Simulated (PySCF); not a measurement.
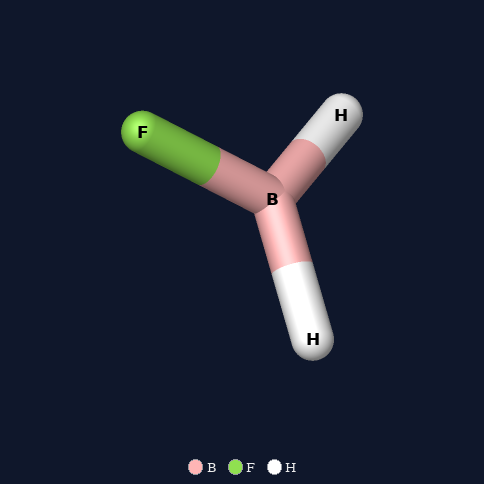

The computed structure is the end point of a PBE0-D4/def2-TZVP optimisation. No frequency run is at hand to confirm it as a minimum. Method: CCSD(T)/CBS estimate, frozen core: MP2 correlation extrapolated from def2-TZVPP and def2-QZVPP, CCSD(T) minus MP2 from the smaller set (PySCF 2.14.0).

Q: Estimate the T1 diagnostic.

A: 0.013.
